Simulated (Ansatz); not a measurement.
**Electron–phonon scattering in Pb(111) film of 2 layers**

Question: is the lattice of Pb(111) film of 2 layers stable, and if so, what are its coupling constant and resistivity?

Calculated with Ansatz 0.2.0; DFT PBE, scalar-relativistic, plane waves, PAW.

## Step 1: The starting structure

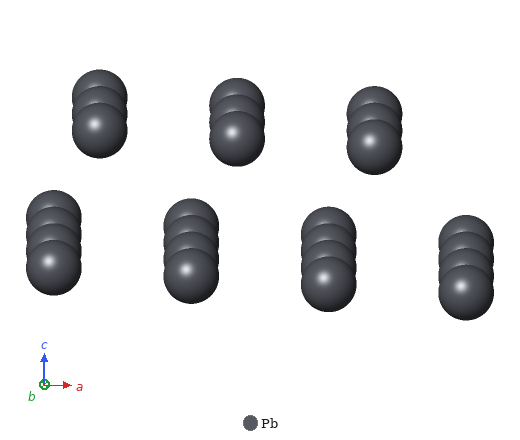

The starting structure, seen nearly edge on (lead dark grey). 3×3×1 cells are drawn. Some periodic images of atoms are drawn too.

The cell holds 2 atoms: 2 Pb. Cell: a = 3.500 Å, b = 3.500 Å, c = 13.858 Å, α = 90.0°, β = 90.0°, γ = 120.0°. It derives from Pb. Vacuum lies along c.

## Step 2: Relaxing cell and atoms

The structure is brought to rest under this functional.

Contents of input.yaml:

```yaml
crystal:
  lattice:
    - [3.50018, 0.0, 0.0]
    - [-1.75009, 3.03124, 0.0]
    - [0.0, 0.0, 13.85788]
  atoms:
    - { symbol: Pb, position: [0.0, 0.0, 0.39688599] }
    - { symbol: Pb, position: [0.33333333, 0.66666667, 0.60311401] }
  periodic: [true, true, false]
kpoints:
  mp_grid: { grid: [9, 9, 1] }
hamiltonian:
  xc: pbe
scf:
  occupations: { method: gaussian, width: 0.1 }
output:
  forces: true
  stress: true
  eigenvalues: true
  write_density: true
  write_potential: true
  elf: true
  volumetric_format: npy
relax:
  adjacent_minimum: "off"
  f_tol: 0.005
  max_steps: 80
  cell: { stress_2d_tol: 0.02 }
```

Run with:

```
> ansatz run input.yaml --threads 4 --pin off --max-ram 16384MiB --backend cpu --events-out ev --progress --plain --runs-dir out
```

Numbers of over 12 decimals in the logs are rounded to 6 here.

The program printed:

```text
Warning: crystal.periodic: the lattice vector that does not repeat stood 0.000° off the slab's normal, 13.858 Å along it as the deck builds it. The run solves the slab on a vector along the normal, 29.516 Å long, with every atom where it was (on the deck's vector they left 11.00 Å outside them, and the widest stretch free of ions among them is 2.86 Å). A fractional position that the run reports is one of the run's ce [...]
crystal.periodic: the lattice vector that does not repeat stood 0.000° off the slab's normal, 13.858 Å along it as the deck builds it. The run solves the slab on a vector along the normal, 29.516 Å long, with every atom where it was (on the deck's vector they left 11.00 Å outside them, and the widest stretch free of ions among them is 2.86 Å). A fractional position that the run reports is one of the run's cell, which [...]
Engine: ansatz 0.2.0, aarch64-unknown-linux-gnu
Pseudopotentials: kind: paw
Pseudopotential: Pb, paw, valence charge 14, recommended cutoff 420 eV (normal), Pb.paw.azcp
Functional definition: PBE
  parameter kappa = 0.804
  parameter beta = 0.066725
  exchange = pbe_x(kappa = kappa, mu = beta*pi^2/3)
  correlation = pbe_c(beta = beta)
Crystal: 2 atoms, lattice volume = 313.159 Å³
Basis set: ecut = 420 eV, 6117 PW (Γ), exchange–correlation on 48×48×400 points (8 copies of the dense FFT grid, shifted against one another)
Bands: 18, of which v1, the nominal top of the filled ones, is band 14 counted from 1 (13 counted from 0)
Symmetry: 12 space group operations
Space group: P-3m1 (ITA 164), of the structure as read, at distance tolerance 6.8e-5 Å
k-points: 12 of 81
Non-local potential: Pb, projectors of the file, l = 0: 2, l = 1: 2, l = 2: 2, l = 3: 2
PAW form: soft (Blöchl's): semilocal exchange-correlation on the pseudo side does not see the compensation charge
PAW one-centre angular grid: Pb, 590 points (default); XC on 64 Gauss nodes
Initial density: superposition of atomic densities (neutral atoms: chi_scale 0, normalization atom), corrected by the library's trained network
Initial wavefunctions: pseudopotential atomic-orbital guess
Functional: x = pbe(κ = 0.804, μ = 0.219515), c = pbe(β = 0.066725)
SCF iter   1: F=—  HF=-23812.523799 eV  |F-HF|=—  |Δ(HF+E_count)|=         —  Δρ=5.52e-4  dr2=1.73e-3  ethr=1.77e-3  ⟨swp⟩=10.7  Hψ=1665  notcnv=0
preconditioner: auto → LDOS  [insulator: Δε(μ)=0.389 eV  Ē_g=16.014 eV  σ=0.100 eV  W_gap=0.51  n_scr=16 (ndim 8)  ℏωp=11.1 eV  f_vac=0.742  D(μ)=0.92/eV (n_scr^D=6)  ε∞_Penn≈1.5  β→1.0]
SCF iter   2: F=—  HF=-23812.525980 eV  |F-HF|=—  |Δ(HF+E_count)|=   2.18e-3  Δρ=1.63e-4  dr2=2.27e-4  ethr=6.17e-6  ⟨swp⟩=3.9  Hψ=682  notcnv=0  defer=4
SCF iter   3: F=—  HF=-23812.525989 eV  |F-HF|=—  |Δ(HF+E_count)|=   8.36e-6  Δρ=1.49e-4  dr2=9.68e-5  ethr=8.12e-7  ⟨swp⟩=2.9  Hψ=423  notcnv=0  defer=4
SCF iter   4: F=—  HF=-23812.525950 eV  |F-HF|=—  |Δ(HF+E_count)|=   3.87e-5  Δρ=2.86e-5  dr2=7.34e-6  ethr=3.46e-7  ⟨swp⟩=3.0  Hψ=467  notcnv=0  defer=4
SCF iter   5: F=—  HF=-23812.525950 eV  |F-HF|=—  |Δ(HF+E_count)|=   5.56e-7  Δρ=7.54e-6  dr2=1.72e-7  ethr=2.62e-8  ⟨swp⟩=3.6  Hψ=525  notcnv=0  defer=4
iter 6 did not close the SCF: its close was put off until two iterations running show no level that it waits for move by more than its bar (scf_convergence_deferred on its scf_iter line)
SCF iter   6: F=-23812.525950 eV  HF=-23812.525950 eV  |F-HF|=1.85e-8  |Δ(HF+E_count)|=   2.61e-7  Δρ=2.17e-6  dr2=3.03e-8  ethr=3.57e-10  ⟨swp⟩=20.6  Hψ=2421  notcnv=0
SCF iter   7: F=-23812.525950 eV  HF=-23812.525950 eV  |F-HF|=4.61e-9  |Δ(HF+E_count)|=   2.65e-8  Δρ=5.63e-7  dr2=2.09e-9  ethr=1.08e-10  ⟨swp⟩=11.3  Hψ=1737  notcnv=0
SCF 1 converged in 7 iterations: F = -23812.525950 eV  dr2 = 2.09e-9
  greatest PAW one-centre occupation: 0.978 electrons in one spin orbital (limit 2), on the Pb atom at site 1 (counted from 0), in its partial waves of l = 2
relax step   1: F+E_penalty+E_count = -23812.52594982 eV  Δ(F+E_penalty+E_count) = +0.000e0 eV  max|allowed force component| = 5.502e-1 eV/Å  Δτ_max = 0.0000 Å  P = +0.066 N/m  Ω = 313.159 Å³  fix = [c, alpha, beta]  reactions: c +0.000 N/m  (7 SCF iters, dr2 threshold 1.00e-7 eV, accepted)
Crystal: 2 atoms, lattice volume = 316.183 Å³
Basis set: ecut = 420 eV, 6153 PW (Γ), exchange–correlation on 48×48×400 points (8 copies of the dense FFT grid, shifted against one another)
Initial density: handed on by an earlier stage of this run
Initial wavefunctions: those handed on with the density
iter 1 solved again at ethr=6.72e-5 eV; its pass at ethr=3.10e-3 eV (dr2=1.88e-2 eV) is discarded
SCF iter   1: F=—  HF=-23812.581876 eV  |F-HF|=—  |Δ(HF+E_count)|=         —  Δρ=2.14e-3  dr2=1.82e-2  ethr=6.72e-5  ⟨swp⟩=2.8  Hψ=1974  notcnv=0
preconditioner: auto → LDOS  [insulator: Δε(μ)=0.278 eV  Ē_g=16.259 eV  σ=0.100 eV  W_gap=0.83  n_scr=16 (ndim 8)  ℏωp=11.1 eV  f_vac=0.757  D(μ)=0.53/eV (n_scr^D=4)  ε∞_Penn≈1.5  β→1.0]
SCF iter   2: F=—  HF=-23812.577339 eV  |F-HF|=—  |Δ(HF+E_count)|=   4.54e-3  Δρ=4.78e-4  dr2=8.30e-4  ethr=6.49e-5  ⟨swp⟩=2.9  Hψ=427  notcnv=0
SCF iter   3: F=—  HF=-23812.577435 eV  |F-HF|=—  |Δ(HF+E_count)|=   9.56e-5  Δρ=1.19e-4  dr2=5.12e-5  ethr=2.96e-6  ⟨swp⟩=3.2  Hψ=489  notcnv=0
SCF iter   4: F=—  HF=-23812.577422 eV  |F-HF|=—  |Δ(HF+E_count)|=   1.27e-5  Δρ=6.95e-5  dr2=2.18e-5  ethr=1.83e-7  ⟨swp⟩=2.7  Hψ=462  notcnv=0
SCF iter   5: F=—  HF=-23812.577416 eV  |F-HF|=—  |Δ(HF+E_count)|=   5.82e-6  Δρ=1.12e-5  dr2=4.61e-7  ethr=7.79e-8  ⟨swp⟩=2.8  Hψ=427  notcnv=0
iter 6 did not close the SCF: its close was put off until two iterations running show no level that it waits for move by more than its bar (scf_convergence_deferred on its scf_iter line)
SCF iter   6: F=-23812.577416 eV  HF=-23812.577416 eV  |F-HF|=7.50e-9  |Δ(HF+E_count)|=   5.15e-8  Δρ=3.40e-6  dr2=6.82e-8  ethr=7.14e-10  ⟨swp⟩=20.2  Hψ=2576  notcnv=0
iter 7 did not close the SCF: its close was put off until two iterations running show no level that it waits for move by more than its bar (scf_convergence_deferred on its scf_iter line)
SCF iter   7: F=-23812.577416 eV  HF=-23812.577416 eV  |F-HF|=3.39e-9  |Δ(HF+E_count)|=   3.72e-8  Δρ=1.12e-6  dr2=7.99e-9  ethr=2.44e-10  ⟨swp⟩=11.2  Hψ=1906  notcnv=0
SCF iter   8: F=-23812.577416 eV  HF=-23812.577416 eV  |F-HF|=5.57e-10  |Δ(HF+E_count)|=   7.14e-9  Δρ=1.56e-7  dr2=1.62e-10  ethr=2.85e-11  ⟨swp⟩=9.8  Hψ=1753  notcnv=0
[...]
iter 7 did not close the SCF: its close was put off until two iterations running show no level that it waits for move by more than its bar (scf_convergence_deferred on its scf_iter line)
SCF iter   7: F=-23812.592389 eV  HF=-23812.592389 eV  |F-HF|=2.92e-9  |Δ(HF+E_count)|=   1.33e-8  Δρ=5.69e-7  dr2=1.23e-9  ethr=2.27e-10  ⟨swp⟩=11.0  Hψ=1929  notcnv=0
SCF iter   8: F=-23812.592389 eV  HF=-23812.592389 eV  |F-HF|=3.38e-10  |Δ(HF+E_count)|=   3.10e-9  Δρ=7.34e-8  dr2=9.45e-12  ethr=4.39e-12  ⟨swp⟩=8.6  Hψ=1640  notcnv=0
SCF 3 converged in 8 iterations: F = -23812.592389 eV  dr2 = 9.45e-12
relax step   3: F+E_penalty+E_count = -23812.59238922 eV  Δ(F+E_penalty+E_count) = -1.497e-2 eV  max|allowed force component| = 1.034e-1 eV/Å  Δτ_max = 0.0613 Å  P = +0.104 N/m  Ω = 316.746 Å³  energy of the carried Pulay correction = -9.736e-5 eV  fix = [c, alpha, beta]  reactions: c +0.000 N/m  (8 SCF iters, dr2 threshold 2.00e-7 eV, accepted)
[...]
relax step   4: F+E_penalty+E_count = -23812.59425205 eV  Δ(F+E_penalty+E_count) = -1.863e-3 eV  max|allowed force component| = 1.768e-2 eV/Å  Δτ_max = 0.0140 Å  P = +0.109 N/m  Ω = 317.522 Å³  energy of the carried Pulay correction = -1.181e-4 eV  fix = [c, alpha, beta]  reactions: c +0.000 N/m  (7 SCF iters, dr2 threshold 2.00e-7 eV, accepted)
[...]
relax step   5: F+E_penalty+E_count = -23812.59441096 eV  Δ(F+E_penalty+E_count) = -1.589e-4 eV  max|allowed force component| = 1.208e-2 eV/Å  Δτ_max = 0.0020 Å  P = -0.006 N/m  Ω = 318.745 Å³  energy of the carried Pulay correction = -1.508e-4 eV  fix = [c, alpha, beta]  reactions: c -0.000 N/m  (7 SCF iters, dr2 threshold 1.95e-8 eV, accepted)
[...]
relax step   6: F+E_penalty+E_count = -23812.59443092 eV  Δ(F+E_penalty+E_count) = -1.996e-5 eV  max|allowed force component| = 4.243e-5 eV/Å  Δτ_max = 0.0018 Å  P = -0.000 N/m  Ω = 318.795 Å³  energy of the carried Pulay correction = -1.521e-4 eV  fix = [c, alpha, beta]  reactions: c -0.000 N/m  (6 SCF iters, dr2 threshold 9.11e-9 eV, accepted)
Initial wavefunctions: pseudopotential atomic-orbital guess (no wavefunctions were taken with the density)
iter 1 solved again at ethr=4.44e-7 eV; its pass at ethr=3.10e-3 eV (dr2=1.24e-4 eV) is discarded
SCF iter   1: F=—  HF=-23812.594531 eV  |F-HF|=—  |Δ(HF+E_count)|=         —  Δρ=1.52e-5  dr2=1.11e-7  ethr=4.44e-7  ⟨swp⟩=5.4  Hψ=2638  notcnv=0
eigensolver tolerance schedule: the retry pair's looser diagonalisation over-reported the residual by 1114.55 of it (diagonalisation noise at 0.19 of the residual, at the tolerance the schedule requests for it); recorded, not acted on — ethr = c·dr2/N_el stays at c = 1.0e-1
preconditioner: auto → LDOS  [insulator: Δε(μ)=0.130 eV  Ē_g=16.142 eV  σ=0.100 eV  W_gap=0.64  n_scr=16 (ndim 8)  ℏωp=11.0 eV  f_vac=0.750  D(μ)=0.77/eV (n_scr^D=6)  ε∞_Penn≈1.5  β→1.0]
SCF iter   2: F=—  HF=-23812.594589 eV  |F-HF|=—  |Δ(HF+E_count)|=   5.77e-5  Δρ=4.30e-6  dr2=4.20e-8  ethr=3.98e-10  ⟨swp⟩=4.5  Hψ=652  notcnv=0
SCF iter   3: F=—  HF=-23812.594588 eV  |F-HF|=—  |Δ(HF+E_count)|=   8.00e-7  Δρ=8.46e-7  dr2=1.63e-9  ethr=1.50e-10  ⟨swp⟩=2.2  Hψ=385  notcnv=0
SCF iter   4: F=—  HF=-23812.594589 eV  |F-HF|=—  |Δ(HF+E_count)|=   7.34e-7  Δρ=1.44e-7  dr2=1.02e-10  ethr=5.81e-12  ⟨swp⟩=3.8  Hψ=549  notcnv=0
SCF iter   5: F=—  HF=-23812.594589 eV  |F-HF|=—  |Δ(HF+E_count)|=   5.44e-8  Δρ=5.17e-8  dr2=1.07e-11  ethr=1.00e-12  ⟨swp⟩=3.2  Hψ=437  notcnv=0
iter 6 met the thresholds in force, and the SCF goes on: an eigenvalue changes by 1.71 meV, over its tolerance of 1.00 meV (output.eigenvalues, Limitations)
SCF iter   6: F=-23812.594589 eV  HF=-23812.594589 eV  |F-HF|=9.20e-10  |Δ(HF+E_count)|=   3.03e-9  Δρ=1.35e-8  dr2=5.73e-13  ethr=1.00e-12  ⟨swp⟩=14.2  Hψ=1751  notcnv=0
SCF iter   7: F=-23812.594589 eV  HF=-23812.594589 eV  |F-HF|=1.53e-10  |Δ(HF+E_count)|=  7.64e-10  Δρ=3.04e-9  dr2=3.19e-14  ethr=1.00e-12  ⟨swp⟩=5.1  Hψ=1028  notcnv=0
SCF 7 converged in 7 iterations: F = -23812.594589 eV  dr2 = 3.19e-14
relax step   7: F+E_penalty+E_count = -23812.59458861 eV  Δ(F+E_penalty+E_count) = -1.577e-4 eV  max|allowed force component| = 4.377e-5 eV/Å  Δτ_max = 0.0000 Å  P = -0.000 N/m  Ω = 318.795 Å³  fix = [c, alpha, beta]  reactions: c -0.000 N/m  stress off target by 7.12e-7 N/m on what of the cell is left free  SCF on the basis re-selected at this cell (its energy is not comparable with the rows above)  (7 SCF iters)
basis re-selected at this cell: Δ(F+E_penalty+E_count) = -1.577e-4 eV, ΔP = +0.000 N/m vs the last step (what re-selecting the basis moved, of the pressure what is left beyond the Pulay correction that the steps carried, after the strain that the cell walked since its last selection, with what the two solves' SCF thresholds leave and, on support functions, any second-order correction that the steps lacked; it is no m [...]
WARN: The output density's exchange-correlation potential varies sharply where the density is thin. Do not read a vacuum level from v_tot or v_xc, or from such a field of the output density. On a cell that repeats whose density bears no net charge and no dipole along the vacuum's axis use v_es (v_loc + v_h of the components); under efield.dipole_correction with no amplitude use v_es + v_field, which holds any externa [...]
SCF converged after 7 iterations
an eigenvalue changed by more than its tolerance at an iteration that met the thresholds in force, so the SCF went on 1 time: the last check found none over its tolerance
Free energy (F): -23812.594589 eV
Harris-Foulkes:  -23812.594589 eV  (|F-HF|=1.53e-10)
Internal energy: -23812.590724 eV  (E = F + TS)
E sigma→0 (E₀):  -23812.592656 eV
Entropy (-TS):   -0.003865 eV (-1.932 meV/atom)
Fermi energy:    -3.793524 eV
--- Per-component energies (eV) ---
  E_band       = -481.904481
  E_kinetic    = 576.949575
  E_local      = -39916.053512  (includes V_loc(G=0)·N_el)
  E_nonlocal   = 699.076601
  E_hartree    = 19545.968586
  E_xc         = -440.580259
  E_vxc        = -263.645990  (∫ρ·V_xc dr)
  E_paw        = -20811.519024  (= ΣΔE_a)
  E_vpaw       = -670.168433  (= ΣTr[D̂ρ^β])
  E_aug_tail   = 0.000099  (compensation charges beyond the density's cutoff)
  E_ewald      = 16533.567210
  E_smearing   = -0.003865  (= −TS)
  E_closure    = -0.000000  (closes the sum)
  Σ components = -23812.594589   (vs F -23812.594589, Δ=0.00e0)
--- Forces (eV/Å), atoms counted from 1 ---
  atom   1  Pb     0.00000000     0.00000000     0.00004377
  atom   2  Pb     0.00000000    -0.00000000    -0.00004377
  max |Σ_I F_I| component: 9.25e-18 eV/Å
--- 2D stress c σ (N/m, compression-positive) ---
       -0.000001       0.000000       0.000000
       -0.000000      -0.000001       0.000000
        0.000000       0.000000      -0.000000
  P = ½ c Tr σ = -0.0000 N/m
--- Band table (eV; the first three rows and the last of 12) ---
  k-point 0: bands = [... 10 lower, -14.9350, -12.5326, -6.1510, -2.2565, -0.4020 (-0.4101°), 0.1413 (-0.0034°), 0.7517, 1.2172]
  k-point 1: bands = [... 10 lower, -14.7272, -12.3575, -5.9309, -2.1549, -0.2183 (-0.2257°), 0.0158 (0.0076°), 0.4267, 0.9347]
  k-point 2: bands = [... 10 lower, -14.1096, -11.8495, -5.3061, -3.1553, -1.3432, -0.9010 (-0.9010°), 0.2316, 0.4242]
  k-point 11: bands = [... 10 lower, -10.7850, -10.7850, -5.9103, -5.1317, -5.1317, -3.7191, -0.9533, -0.9533]
  ° read free of the cell's end (the report's vacuum.weakly_bound_levels)
--- Relaxed structure (6 steps of the walk, 6 accepted, 1 SCFs on fresh bases) ---
  F+E_penalty+E_count = -23812.59458861 eV   max|allowed force component| = 4.377e-5 eV/Å   (the final SCF, on the basis selected at the relaxed cell)
  cell:  # Å, volume = 318.7951 Å³
    - [3.531534, 0, 0]
    - [-1.765767, 3.058399, 0]
    - [0, 0, 29.515766]
  atoms:
    - { symbol: Pb, position: [3.238150502276382e-17, -2.3129646415289164e-17, 0.190195] }
    - { symbol: Pb, position: [0.333333, 0.666667, 0.279312] }
```

The job ended after 13 s (4 threads of Arm Neoverse V1, shared host; peak memory 0.6 GiB).

Relaxation path:

```
step  energy less that of the first step (eV)  largest force component (eV/Å)  volume (Å³)
   1                                   0.0000                          0.5502       313.16
   2                                  -0.0515                          0.3739       316.18
   3                                  -0.0664                          0.1034       316.75
   4                                  -0.0683                          0.0177       317.52
   5                                  -0.0685                          0.0121       318.74
   6                                  -0.0685                          0.0000       318.80
  7*                                  -0.0686                          0.0000       318.80
```

Relaxation steps marked * repeat the geometry before them on a plane-wave basis chosen anew for their cell, so energy and pressure can jump there.

The run keeps the 12 symmetry operations that it works with, so distortions that break them were not tested.

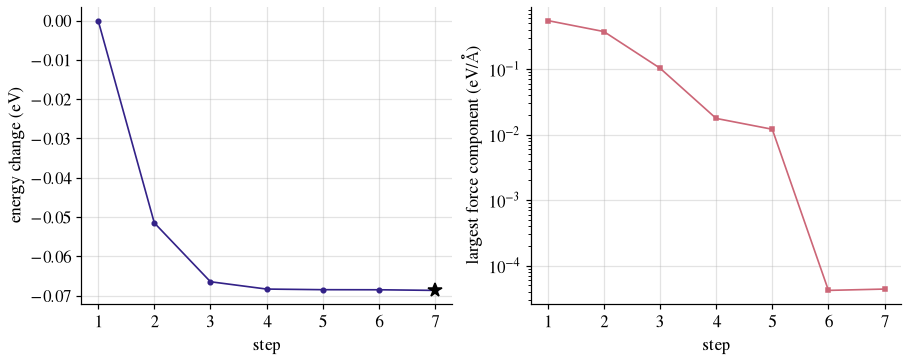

Energy and largest force along the relaxation. Stars mark steps on a basis chosen anew.

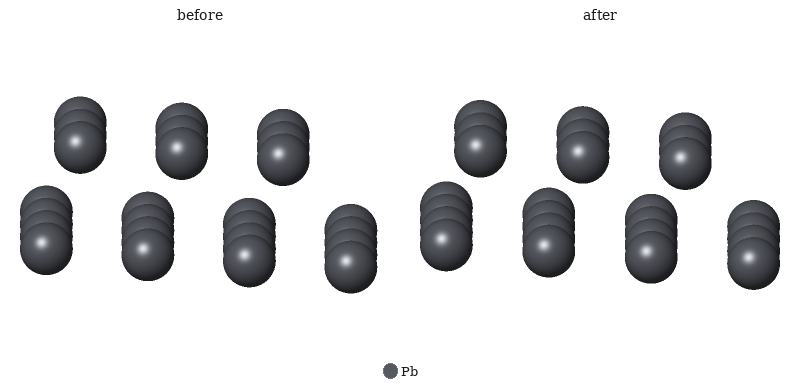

Before and after, at one scale.

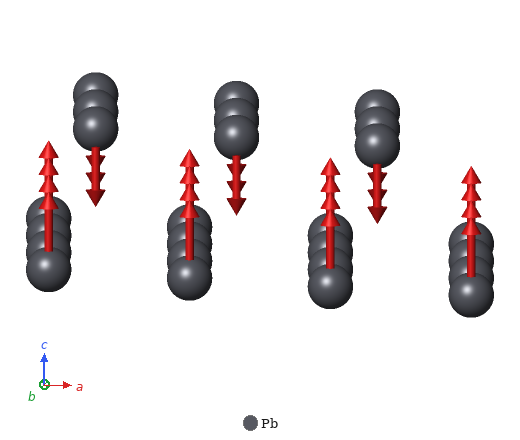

Displacements in the relaxation, exaggerated, measured against the changing cell; the longest in the cell stands for 0.11 Å. 3×3×1 cells are drawn. Some periodic images of atoms are drawn too.

```
cell as run  before  after  change
      a (Å)   3.500  3.532  +0.9 %
      b (Å)   3.500  3.532  +0.9 %
```

The atoms that moved most (Å, along periodic axes as changes of fractional coordinates times the final cell, across vacuum about the mean position):

```
atom     dx     dy      dz  length
 Pb1  0.000  0.000   0.114   0.114
 Pb2  0.000  0.000  -0.114   0.114
```

The relaxed structure:

```cif
data_structure
_symmetry_space_group_name_H-M 'P 1'
_symmetry_Int_Tables_number 1
_cell_length_a 3.5315
_cell_length_b 3.5315
_cell_length_c 29.5158
_cell_angle_alpha 90.000
_cell_angle_beta 90.000
_cell_angle_gamma 120.000
_cell_volume 318.80
loop_
_atom_site_label
_atom_site_type_symbol
_atom_site_fract_x
_atom_site_fract_y
_atom_site_fract_z
_atom_site_occupancy
Pb1 Pb 0.00000 0.00000 0.19020 1
Pb2 Pb 0.33333 0.66667 0.27931 1
```

Numbers from this step:

* metallic on mesh: yes
* gap on the k-mesh: 0 eV

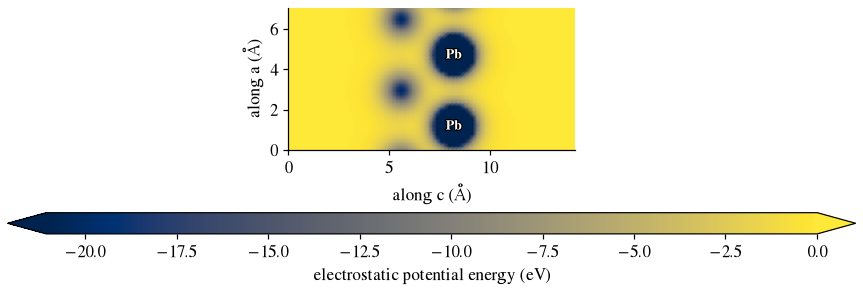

Electrostatic potential energy in the ca plane at fractional y = 0.667, with atoms of Pb within 0.2 Å of it. With pseudopotentials it is smooth inside the atoms' cores, unlike the true potential. The far vacuum is left out of the map.

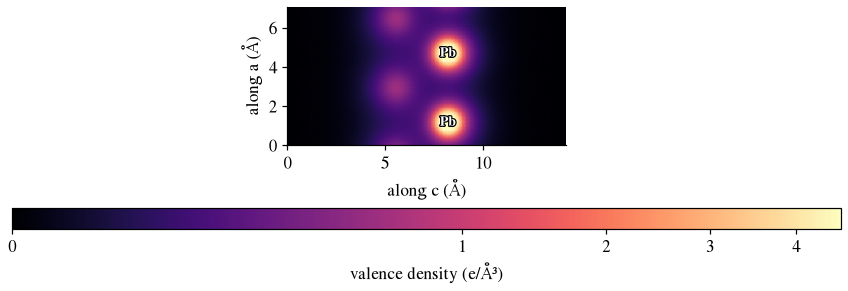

Valence density in the ca plane at fractional y = 0.667, with atoms of Pb within 0.2 Å of it. It is the smooth field of the valence electrons, not physical close to the nuclei. The colour scale is stretched toward low values. The far vacuum is left out of the map.

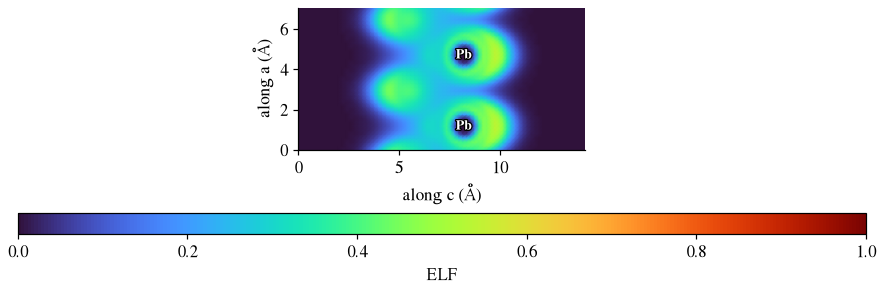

ELF in the ca plane at fractional y = 0.667, with atoms of Pb within 0.2 Å of it. It is the smooth field of the valence electrons, not physical close to the nuclei. The far vacuum is left out of the map.

The relaxation ends with a largest force component of 4.4e-5 eV/Å.

(Continued in part 2 of 4.)

[Logs are printed without paths, hosts, clocks, repeated set-up lines and the standing remarks that a program may print on its own settings, such as how far it seeks lower states.]

[Hosts, paths, dates, database ids (printed as entryN), source tags and the programs' standing remarks are cut or masked in the printed files.]
